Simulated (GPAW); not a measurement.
# Collinear magnetic orders of free-standing square W monolayer, spacing 2.603 A with GPAW

A self-consistent run ends on one state, which hangs on the start. Several orders of free-standing square W monolayer, spacing 2.603 A are started in GPAW and their energies compared.

Calculated with GPAW 26.7.0; LDA; plane waves with GPAW's PAW setups, scalar-relativistic.

## 1. Starting point

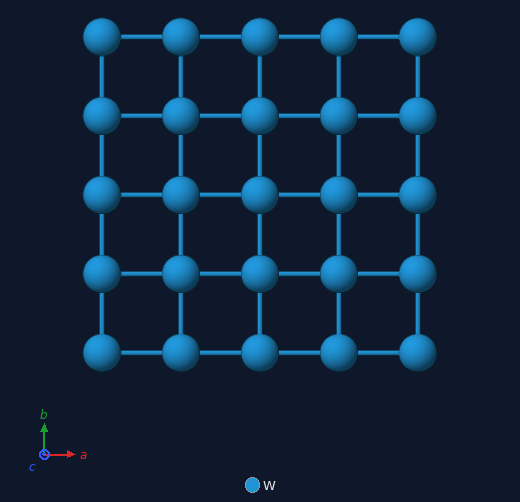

The cell as given, from above (tungsten blue). 4×4×1 cells are drawn. Some periodic images of atoms are drawn too.

The cell holds 1 atom: 1 W. Its edges and angles: a = 2.603 Å, b = 2.603 Å, c = 14.000 Å, α = 90.0°, β = 90.0°, γ = 90.0°. model lattice. Vacuum lies along c.

## 2. Order 1, typed as ferro +

Parallel moments need no larger cell; this start tests for a ferromagnetic state only.

File order1.py:

```python
import json
import numpy as np
from ase import Atoms
from ase.parallel import paropen, parprint
from gpaw import GPAW

atoms = Atoms(['W'],
    cell=[[2.603, 0.0, 0.0],
         [0.0, 2.603, 0.0],
         [0.0, 0.0, 14.0]],
    scaled_positions=[[0.0, 0.0, 0.5]],
    pbc=True,
    magmoms=[1.0])
atoms.calc = GPAW(mode={'name': 'pw', 'ecut': 550},
    xc='LDA',
    kpts={'size': (10, 10, 1), 'gamma': True},
    occupations={'name': 'fermi-dirac', 'width': 0.1},
    convergence={'density': 1e-05, 'energy': 1e-05},
    maxiter=200,
    symmetry={'tolerance': 1e-4},
    txt='order1.txt')
e = atoms.get_potential_energy(force_consistent=True)
res = {'free_energy': e, 'energy_sigma0': atoms.get_potential_energy(), 'fermi_energy': atoms.calc.get_fermi_level()}
res['moments'] = atoms.get_magnetic_moments().tolist()
res['total'] = atoms.get_magnetic_moment()
parprint('site moments (muB):', np.round(res['moments'], 3))
parprint(f"total moment: {res['total']:.3f} muB")
parprint(f'free energy: {e:.6f} eV')
atoms.calc.write('order1.gpw')
with paropen('results.json', 'w') as f:
    json.dump(res, f)
```

Started as:

```sh
OMP_NUM_THREADS=1 python3 order1.py > order1.log
```

Output:

```text
site moments (muB): [-0.]
total moment: -0.000 muB
free energy: -9.117827 eV

--- order1.txt ---
Input parameters:
  mode=PW(ecut=550),
  convergence={'density': 1e-05, 'energy': 1e-05},
  kpts=MonkhorstPack(size=(10, 10, 1), gamma=True),
  maxiter=200,
  occupations=Occupations(name='fermi-dirac', width=0.1),
  symmetry=Symmetry(tolerance=0.0001),
  xc=XC(name='LDA')

Diagonalizing LCAO Hamiltonian
Converting LCAO to pw mode
   .-----.
  /|     |
 * |     |
 | |     |
 | |     |
 | |     |
 | |     |
 | |     |
 | |     |
 | |     |
 W |     |
 | |     |
 | |     |
 | |     |
 | |     |
 | |     |
 | |     |
 | .-----.
 |/     /
 *-----*

Atoms  # Å, Bohr magnetons
|   | symbol |        x |        y |        z |    initial magnetic moments |
|---|--------|----------|----------|----------|-----------------------------|
| 0 |      W | 0.000000 | 0.000000 | 7.000000 | ( 0.0000,  0.0000,  1.0000) |

Unit cell  # Å
| periodic |        x |        y |         z |   lengths |    angles |
|----------|----------|----------|-----------|-----------|-----------|
|      yes | 2.603000 | 0.000000 |  0.000000 |  2.603000 | 90.000000 |
|      yes | 0.000000 | 2.603000 |  0.000000 |  2.603000 | 90.000000 |
|      yes | 0.000000 | 0.000000 | 14.000000 | 14.000000 | 90.000000 |

Number of symmetries: 16

BZ-sampling:
  Number of BZ points: 100
  Number of IBZ points: 21

  Monkhorst-Pack size: [10, 10, 1]
  Monkhorst-Pack shift: [0.05, 0.05, 0.0]

K-points  # in reciprocal-cell coordinates
|     |                                coordinates |     weight |
|-----|--------------------------------------------|------------|
|   0 | (  0.00000000,   0.00000000,   0.00000000) | 0.01000000 |
|   1 | (  0.10000000,   0.00000000,   0.00000000) | 0.04000000 |
|   2 | (  0.10000000,   0.10000000,   0.00000000) | 0.04000000 |
|   3 | (  0.20000000,   0.00000000,   0.00000000) | 0.04000000 |
|   4 | (  0.20000000,   0.10000000,   0.00000000) | 0.08000000 |
|   5 | (  0.20000000,   0.20000000,   0.00000000) | 0.04000000 |
|   6 | (  0.30000000,   0.00000000,   0.00000000) | 0.04000000 |
|   7 | (  0.30000000,   0.10000000,   0.00000000) | 0.08000000 |
|   8 | (  0.30000000,   0.20000000,   0.00000000) | 0.08000000 |
|   9 | (  0.30000000,   0.30000000,   0.00000000) | 0.04000000 |
| ... |                                            |            |
|  20 | (  0.50000000,   0.50000000,   0.00000000) | 0.01000000 |

Plane wave coefficients: 2802
Cutoff: 550.0 eV

Spin-components: 2 (collinear spins)
Bands:           13
Projectors:      6
Spin-degeneracy: 1
Datatype:        complex128

Parallelization:
  kpt:    1
  domain: 1
  band:   1

Density:
  Valence electrons: 14.0
  Components: 2
  Grid points: [15 15 80]
  Charge: 0.0  # |e|

Potential:
  Grid points: [15 15 80]

species:
  W:
    name:    Tungsten
    Z:       74.0
    valence: 14
    core:    60
    charge:  0.0  # [|e|]
    compensation charges:
      type: gauss
      rc: 0.40  # [Å]
      lmax: 2
    cutoffs:
      filter: 2.36  # [Å]
      core: 3.02  # [Å]
    projectors
    | kind |    occ | energy [eV] | rcut [Å] |
    |------|--------|-------------|----------|
    |   5s |  2.000 |     -79.053 |    1.344 |
    |   6s |  2.000 |      -5.886 |    1.344 |
    |   5p |  6.000 |     -43.417 |    1.355 |
    |   6p |  0.000 |      -1.469 |    1.355 |
    |   5d |  4.000 |      -4.693 |    1.228 |
    |    d |        |      22.518 |    1.228 |

    Using partial waves for W as LCAO basis

Reference energy: -438516.106214  # eV

eigensolver:
  PPCG
  Converge bands: occupied
  niter=2

density mixing:
  MSR1-Mixer
  Pratt-step length: 0.05
  Maximum mixing coefficient: 0.75
  Old densities: 10
  SVD Regularization: 0.005
  Good broyden scale: 1.0
  Trust region scale: 1.0
  Backstep threshold: 4.0
  History deletion threshold: 6.0
  Fourier metric: weight=20.0, sigma=0.015

occupation numbers:
  Fermi-Dirac:
    width: 0.1000  # eV

poisson solver:
  ecut: 4400.0  # eV

xc functional:
  name: None

convergence criteria:
- Maximum integral of absolute [dens]ity change: 1e-05 electrons / valence electron
- Maximum [total energy] change in last 3 cyles: 1e-05 eV / valence electron
- Maximum integral of absolute [eigenst]ate change: 4e-08 eV^2 / valence electron
maximum number of iterations: 200

SCF iterations
|iter     |      energy | eigst |  dens |  magmom |
|---------|-------------|-------|-------|---------|
|iter:   1|       0s |   -9.425428 | -0.08 |       |  +1.0010|
|iter:   2|       1s |   -9.366650 | -1.31 | -0.90 |  +0.9637|
|iter:   3|       3s |   -9.080756 | -1.27 | -0.92 |  +0.4148|
|iter:   4|       4s |   -9.079902 | -2.73 | -1.58 |  +0.3449|
|iter:   5|       5s |   -9.083274 | -3.27 | -1.74 |  +0.1927|
|iter:   6|       7s |   -9.084320 | -3.99 | -2.03 |  +0.1264|
|iter:   7|       8s |   -9.085348 | -4.62 | -2.33 |  +0.0337|
|iter:   8|       9s |   -9.085217 | -5.14 | -2.78 |  +0.0126|
|iter:   9|      11s |   -9.085276c| -5.72 | -3.24 |  -0.0007|
|iter:  10|      12s |   -9.085271c| -6.50 | -3.74 |  +0.0000|
|iter:  11|      13s |   -9.085268c| -7.08 | -4.13 |  -0.0002|
|iter:  12|      14s |   -9.085267c| -7.57c| -5.13c|  -0.0000|

Converged in 12 steps
Energy contributions relative to reference atoms: (reference = -438516.106214)

Energy contributions:
  Kinetic:          -9.233752
  Coulomb:           7.114017
  Zero:             -0.091944
  External:          0.000000
  Xc:               -6.841027
  Entropy:          -0.065120
  Spinorbit:         0.000000
  ----------------------------
  Free energy:      -9.117827
  Extrapolated:     -9.085267

dipole moment: (-9.714902, -9.714902, 0.000014)  # |e|*Ang

Total magnetic moment: (0.000000, 0.000000, -0.000028)

Local magnetic moments
|        x |        y |         z |
|----------|----------|-----------|
| 0.000000 | 0.000000 | -0.000005 |  # W    0

Fermi level: -2.063
Eigenvalues  # (at kpt = [0.000, 0.000, 0.000])
| band index |      eig [eV] | occ [0-1] |      eig [eV] | occ [0-1] |
|------------|---------------|-----------|---------------|-----------|
|          0 |       -75.709 |     1.000 |       -75.709 |     1.000 |
|          1 |       -40.312 |     1.000 |       -40.312 |     1.000 |
|          2 |       -39.379 |     1.000 |       -39.379 |     1.000 |
|          3 |       -39.379 |     1.000 |       -39.379 |     1.000 |
|          4 |        -8.242 |     1.000 |        -8.242 |     1.000 |
|          5 |        -5.582 |     1.000 |        -5.582 |     1.000 |
|          6 |        -3.548 |     1.000 |        -3.548 |     1.000 |
|          7 |        -1.453 |     0.002 |        -1.453 |     0.002 |
|          8 |         1.161 |     0.000 |         1.161 |     0.000 |
|          9 |         1.161 |     0.000 |         1.161 |     0.000 |
|         10 |         2.875 |     0.000 |         2.875 |     0.000 |
|         11 |         3.405 |     0.000 |         3.405 |     0.000 |
|         12 |         3.761 |     0.000 |         3.761 |     0.000 |

No gap
No difference between direct/indirect transitions
```

It took 19 s on 1 MPI rank of Intel Xeon Platinum 8375C at 2.90GHz (Ice Lake), shared host; peak memory 0.2 GiB.

The spin moment in the augmentation sphere vanishes on all atoms.

Read from the output:

```yaml
final_state: non-magnetic
```

After 12 cycles the seed has died away: no moment is left.

## 3. Start 2: antiferro q=(1/2,1/2,0) +-

An opposed order shows whether the pairs that it reverses prefer unlike signs.

The cell is doubled to 2 atoms to hold this order. Its mesh is chosen so that both cells sample the same points.

File order2.py:

```python
import json
import numpy as np
from ase import Atoms
from ase.parallel import paropen, parprint
from gpaw import GPAW

atoms = Atoms(['W', 'W'],
    cell=[[5.206, 0.0, 0.0],
         [2.603, 2.603, 0.0],
         [0.0, 0.0, 14.0]],
    scaled_positions=[[0.0, 0.0, 0.5],
         [0.5, 0.0, 0.5]],
    pbc=True,
    magmoms=[1.0, -1.0])
atoms.calc = GPAW(mode={'name': 'pw', 'ecut': 550},
    xc='LDA',
    kpts={'size': (5, 10, 1), 'gamma': True},
    occupations={'name': 'fermi-dirac', 'width': 0.1},
    convergence={'density': 1e-05, 'energy': 1e-05},
    maxiter=200,
    symmetry={'tolerance': 1e-4},
    txt='order2.txt')
e = atoms.get_potential_energy(force_consistent=True)
res = {'free_energy': e, 'energy_sigma0': atoms.get_potential_energy(), 'fermi_energy': atoms.calc.get_fermi_level()}
res['moments'] = atoms.get_magnetic_moments().tolist()
res['total'] = atoms.get_magnetic_moment()
parprint('site moments (muB):', np.round(res['moments'], 3))
parprint(f"total moment: {res['total']:.3f} muB")
parprint(f'free energy: {e:.6f} eV')
atoms.calc.write('order2.gpw')
with paropen('results.json', 'w') as f:
    json.dump(res, f)
```

Started as:

```sh
OMP_NUM_THREADS=1 python3 order2.py > order2.log
```

Output:

```text
UserWarning: Initial realspace grid (30,20,80) inconsistent with symmetries.
UserWarning: Using symmetrized grid: (30,30,80).

site moments (muB): [ 0. -0.]
total moment: 0.000 muB
free energy: -18.235655 eV

--- order2.txt ---
Input parameters:
  mode=PW(ecut=550),
  convergence={'density': 1e-05, 'energy': 1e-05},
  kpts=MonkhorstPack(size=(5, 10, 1), gamma=True),
  maxiter=200,
  occupations=Occupations(name='fermi-dirac', width=0.1),
  symmetry=Symmetry(tolerance=0.0001),
  xc=XC(name='LDA')

Diagonalizing LCAO Hamiltonian
Converting LCAO to pw mode

       W     W

Atoms  # Å, Bohr magnetons
|   | symbol |        x |        y |        z |    initial magnetic moments |
|---|--------|----------|----------|----------|-----------------------------|
| 0 |      W | 0.000000 | 0.000000 | 7.000000 | ( 0.0000,  0.0000,  1.0000) |
| 1 |      W | 2.603000 | 0.000000 | 7.000000 | ( 0.0000,  0.0000, -1.0000) |

Unit cell  # Å
| periodic |        x |        y |         z |   lengths |    angles |
|----------|----------|----------|-----------|-----------|-----------|
|      yes | 5.206000 | 0.000000 |  0.000000 |  5.206000 | 90.000000 |
|      yes | 2.603000 | 2.603000 |  0.000000 |  3.681198 | 90.000000 |
|      yes | 0.000000 | 0.000000 | 14.000000 | 14.000000 | 45.000000 |

Number of symmetries: 8

BZ-sampling:
  Number of BZ points: 50
  Number of IBZ points: 18

  Monkhorst-Pack size: [5, 10, 1]
  Monkhorst-Pack shift: [0.0, 0.05, 0.0]

Plane wave coefficients: 5588
Cutoff: 550.0 eV

Spin-components: 2 (collinear spins)
Bands:           21
Projectors:      12
Spin-degeneracy: 1
Datatype:        complex128

Parallelization:
  kpt:    1
  domain: 1
  band:   1

Density:
  Valence electrons: 28.0
  Components: 2
  Grid points: [30 30 80]
  Charge: 0.0  # |e|

Potential:
  Grid points: [30 30 80]

[... setups left out ...]
Reference energy: -877032.212428  # eV

eigensolver:
  PPCG
  Converge bands: occupied
  niter=2

density mixing:
  MSR1-Mixer
  Pratt-step length: 0.05
  Maximum mixing coefficient: 0.75
  Old densities: 10
  SVD Regularization: 0.005
  Good broyden scale: 1.0
  Trust region scale: 1.0
  Backstep threshold: 4.0
  History deletion threshold: 6.0
  Fourier metric: weight=20.0, sigma=0.015

occupation numbers:
  Fermi-Dirac:
    width: 0.1000  # eV

poisson solver:
  ecut: 4400.0  # eV

xc functional:
  name: None

convergence criteria:
- Maximum integral of absolute [dens]ity change: 1e-05 electrons / valence electron
- Maximum [total energy] change in last 3 cyles: 1e-05 eV / valence electron
- Maximum integral of absolute [eigenst]ate change: 4e-08 eV^2 / valence electron
maximum number of iterations: 200

SCF iterations
|iter     |      energy | eigst |  dens |  magmom |
|---------|-------------|-------|-------|---------|
|iter:   1|       0s |  -18.954770 | -0.04 |       |  +0.0000|
|iter:   2|       8s |  -18.824558 | -1.41 | -1.00 |  -0.0000|
|iter:   3|      16s |  -18.157934 | -1.24 | -1.03 |  -0.0000|
|iter:   4|      24s |  -18.160747 | -2.34 | -1.63 |  +0.0000|
|iter:   5|      31s |  -18.161228 | -2.99 | -1.82 |  -0.0000|
|iter:   6|      39s |  -18.165594 | -3.40 | -2.09 |  +0.0000|
|iter:   7|      47s |  -18.168456 | -3.73 | -2.37 |  -0.0000|
|iter:   8|      55s |  -18.169528 | -4.07 | -2.73 |  +0.0000|
|iter:   9|      62s |  -18.170486 | -4.02 | -2.92 |  -0.0000|
|iter:  10|      70s |  -18.170536 | -4.62 | -3.27 |  +0.0000|
|iter:  11|      78s |  -18.170532c| -5.33 | -4.01 |  -0.0000|
|iter:  12|      85s |  -18.170534c| -5.79 | -4.58 |  -0.0000|
|iter:  13|      93s |  -18.170535c| -6.19 | -4.47 |  -0.0000|
|iter:  14|     100s |  -18.170535c| -6.56 | -5.13c|  +0.0000|
|iter:  15|     107s |  -18.170535c| -6.91 | -5.61c|  +0.0000|
|iter:  16|     113s |  -18.170535c| -7.27 | -6.17c|  +0.0000|
|iter:  17|     118s |  -18.170535c| -7.54c| -6.86c|  +0.0000|

Converged in 17 steps
Energy contributions relative to reference atoms: (reference = -877032.212428)

Energy contributions:
  Kinetic:         -18.468004
  Coulomb:          14.228577
  Zero:             -0.183921
  External:          0.000000
  Xc:              -13.682068
  Entropy:          -0.130240
  Spinorbit:         0.000000
  ----------------------------
  Free energy:     -18.235655
  Extrapolated:    -18.170535

dipole moment: (-38.859600, -19.429802, 0.000028)  # |e|*Ang

Total magnetic moment: (0.000000, 0.000000, 0.000000)

Local magnetic moments
|        x |        y |         z |
|----------|----------|-----------|
| 0.000000 | 0.000000 |  0.000003 |  # W    0
| 0.000000 | 0.000000 | -0.000003 |  # W    1

Fermi level: -2.063
Eigenvalues  # (at kpt = [0.000, 0.000, 0.000])
| band index |      eig [eV] | occ [0-1] |      eig [eV] | occ [0-1] |
|------------|---------------|-----------|---------------|-----------|
|          0 |       -75.709 |     1.000 |       -75.709 |     1.000 |
|        ... |               |           |               |           |
|          6 |       -39.379 |     1.000 |       -39.379 |     1.000 |
|          7 |       -39.379 |     1.000 |       -39.379 |     1.000 |
|          8 |        -8.242 |     1.000 |        -8.242 |     1.000 |
|          9 |        -6.525 |     1.000 |        -6.525 |     1.000 |
|         10 |        -5.582 |     1.000 |        -5.582 |     1.000 |
|         11 |        -3.548 |     1.000 |        -3.548 |     1.000 |
|         12 |        -3.122 |     1.000 |        -3.122 |     1.000 |
|         13 |        -3.122 |     1.000 |        -3.122 |     1.000 |
|         14 |        -1.453 |     0.002 |        -1.453 |     0.002 |
|         15 |        -0.093 |     0.000 |        -0.093 |     0.000 |
|         16 |         1.161 |     0.000 |         1.161 |     0.000 |
|         17 |         1.161 |     0.000 |         1.161 |     0.000 |
|         18 |         2.876 |     0.000 |         2.876 |     0.000 |
|         19 |         3.405 |     0.000 |         3.405 |     0.000 |
|         20 |         3.761 |     0.000 |         3.761 |     0.000 |

No gap
No difference between direct/indirect transitions
```

The job ended after 2.2 min (1 MPI rank; peak memory 0.36 GiB).

The spin moment in the augmentation sphere vanishes on all atoms.

This step gave:

| Item | Value |
| --- | --- |
| final state | non-magnetic |

It ends in the same state without moments as the first start; the 6.9e-6 meV between them is numerical noise.

## 4. Run 3 (no spin polarisation)

This run holds no moments, which gives a state to set the others against.

File nospin.py:

```python
import json
import numpy as np
from ase import Atoms
from ase.parallel import paropen, parprint
from gpaw import GPAW

atoms = Atoms(['W'],
    cell=[[2.603, 0.0, 0.0],
         [0.0, 2.603, 0.0],
         [0.0, 0.0, 14.0]],
    scaled_positions=[[0.0, 0.0, 0.5]],
    pbc=True)
atoms.calc = GPAW(mode={'name': 'pw', 'ecut': 550},
    xc='LDA',
    kpts={'size': (10, 10, 1), 'gamma': True},
    occupations={'name': 'fermi-dirac', 'width': 0.1},
    convergence={'density': 1e-05, 'energy': 1e-05},
    maxiter=200,
    symmetry={'tolerance': 1e-4},
    txt='nospin.txt')
e = atoms.get_potential_energy(force_consistent=True)
res = {'free_energy': e, 'energy_sigma0': atoms.get_potential_energy(), 'fermi_energy': atoms.calc.get_fermi_level()}
parprint(f'free energy: {e:.6f} eV')
atoms.calc.write('nospin.gpw')
with paropen('results.json', 'w') as f:
    json.dump(res, f)
```

Started as:

```sh
OMP_NUM_THREADS=1 python3 nospin.py > nospin.log
```

Output:

```text
free energy: -9.117827 eV

--- nospin.txt ---
Input parameters:
  mode=PW(ecut=550),
  convergence={'density': 1e-05, 'energy': 1e-05},
  kpts=MonkhorstPack(size=(10, 10, 1), gamma=True),
  maxiter=200,
  occupations=Occupations(name='fermi-dirac', width=0.1),
  symmetry=Symmetry(tolerance=0.0001),
  xc=XC(name='LDA')

Diagonalizing LCAO Hamiltonian
Converting LCAO to pw mode
   .-----.
  /|     |
 * |     |
 | |     |
[...]
|------------|---------------|-----------|
|          0 |       -75.709 |     2.000 |
|          1 |       -40.312 |     2.000 |
|          2 |       -39.379 |     2.000 |
|          3 |       -39.379 |     2.000 |
|          4 |        -8.242 |     2.000 |
[...]
|          9 |         1.161 |     0.000 |
|         10 |         2.875 |     0.000 |
|         11 |         3.405 |     0.000 |
|         12 |         3.761 |     0.000 |

No gap
No difference between direct/indirect transitions


[key lines of the parts left out:]
Free energy:      -9.117827
Converged in 11 steps
dipole moment: (-9.714901, -9.714901, 0.000014)  # |e|*Ang
Fermi level: -2.063
```

Run time: 9.4 s. Hardware: 1 MPI rank; peak memory 0.16 GiB.

Read from the output:

```yaml
final_state: non-magnetic (no spin polarisation)
```

It ends in the same state without moments as the first start; the 1.0e-7 meV between them is numerical noise.

## 5. The states side by side

These are free energies at a smearing of 0.1 eV, so its entropy term is in the differences. They are divided by the number of seeded atoms, so that cells of unlike size compare. Wavevectors q in the names are fractions of the reciprocal vectors of the first run's cell.

Orders:

| start | final state | typed order kept | energy over the lowest (meV a seeded atom) | largest site moment (μB) | net moment (μB a primitive cell) | mesh matched | CPU time (s) |
| --- | --- | --- | --- | --- | --- | --- | --- |
| ferro + | non-magnetic | no | 0 | 0 | 0 | yes | 18.9 |
| antiferro q=(1/2,1/2,0) +- | non-magnetic | no | 0 | 0 | 0 | yes | 131.6 |
| no spin polarisation | non-magnetic | - | 0 | 0 | 0 | yes | 9.33 |

## 6. What came out

```json
{
 "lowest state found": "non-magnetic (typed ferro +)",
 "largest site moment": "0 μB"
}
```

In words: The lowest state carries no moment above 0.15 μB, and no start kept one. This is the lowest of 3 finished starts, no proof of the ground state.

[Logs and program files are shortened in this print: banners, set-up blocks, solver, clock and traceback lines can be left out without a mark of their own.]

[Logs are printed without paths, hosts, clocks, repeated set-up lines and the standing remarks that a program may print on its own settings, such as how far it seeks lower states.]

[Hosts, paths, dates, database ids (printed as entryN), source tags and the programs' standing remarks are cut or masked in the printed files.]

[Where a cell is said to come from a database of computed structures, the database is the Materials Project.]
